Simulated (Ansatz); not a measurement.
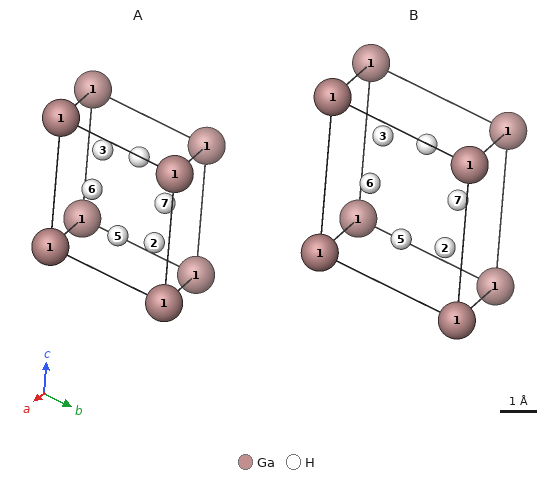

Two geometries of crystalline GaH6 (a generated structure, set up in Im-3m) (coarse preliminary run), drawn at one scale. One is the start of a relaxation, the other its converged end. The picture is a ball-and-stick view of the cell of the calculation, seen slightly off an axis.

These are results of DFT PBE, scalar-relativistic, plane waves, PAW in Ansatz 0.2.0, not measurements. (plane-wave cutoff 420 eV; k-point mesh 6 × 6 × 6; occupations gaussian; smearing width 0.1 eV; no spin polarisation; cell and atoms relaxed; force threshold 0.04 eV/Å; at most 70 steps)

**Which one is relaxed?**

Structure A is the relaxed one. The atoms keep their places relative to the cell (all moves are under 0.005 Å). The drawn cell changes as follows: a = b = c 4.431 → 3.676 Å (−17.0 %); the volume changes by −42.9 %. The space group stays Im-3m (No. 229). The energy falls by 259 meV per atom in 5 accepted moves (6 points after the start). All forces vanish by symmetry, so only the cell relaxes. The pressure goes from −12.87 to −0.15 GPa. The SCF was repeated once at an unchanged geometry on a basis and grid sized afresh for the cell, which shifted the energy by 1.9 meV per atom at most.
